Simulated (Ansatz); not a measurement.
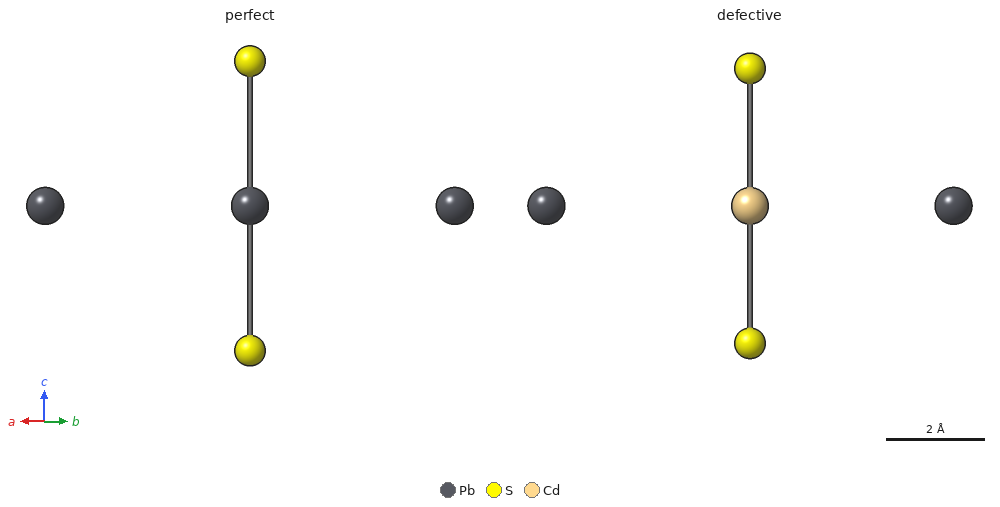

Left: perfect PbS. Right: the same region with one point defect, after relaxing the atoms in a supercell of 54 sites. A ball-and-stick model of the atoms within 4.6 Å of one point, in a slice 3.4 Å thick across the line of sight, seen along [110].

Computed with Ansatz, DFT, PBE, plane-wave PAW, default files, scalar-relativistic. (plane-wave cutoff 420 eV; k-point mesh 2 × 2 × 2; occupations fermi dirac; smearing width 0.01 eV; no spin polarisation) The axes drawn are those of the host's conventional cell.

Which defect is it?

A lead atom is replaced by cadmium.

The charge state of the cell is 0.

What does the relaxation do around it?

In the host the Pb atom has 6 S at 2.97 Å; the Cd atom ends with 6 S at 2.82 Å. Of the host's atoms, a sulfur atom moves furthest from its site, by 0.15 Å. Relaxing the atoms from the host's sites lowers the energy by 0.25 eV.
